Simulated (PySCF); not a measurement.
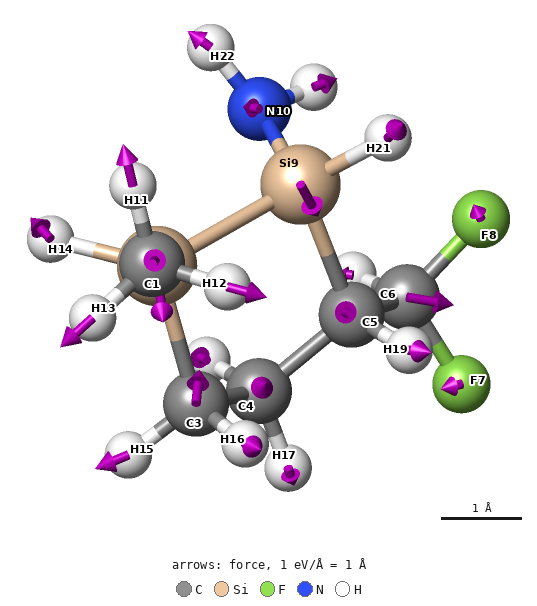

Starting geometry of C₅H₁₃F₂NSi₂ with the computed forces as purple arrows. A ball-and-stick model, seen from a free direction.

The start comes from GFN2-xTB.

Theory: PBE0-D3(BJ)/def2-SVP geometry optimisation, gas phase in PySCF 2.14.0, density-fitted response routines. 

### What follows when this structure is relaxed?

It isn't relaxed: the largest force vector, on a Si atom, is 1.27 eV/Å. The final displacements have little in common with the starting forces (cosine between the two patterns 0.16). The atom that moves furthest after the best rigid fit is an H atom (0.43 Å). By element the largest moves are H 0.43 Å, F 0.13 Å, N 0.12 Å, C 0.08 Å, Si 0.07 Å. Some distances before and after: Si–Si 2.314 → 2.344 Å, H–Si 1.475 → 1.500 Å, C–Si 1.901 → 1.881 Å, C–H 1.092 → 1.105 Å. Among the angles between lasting bonds that change: Si–Si–H 117.9° → 111.1°, Si–Si–H 122.7° → 116.1°, C–Si–N 105.7° → 109.0°. The energy falls by 3.43 kcal/mol in 9 geometry steps.
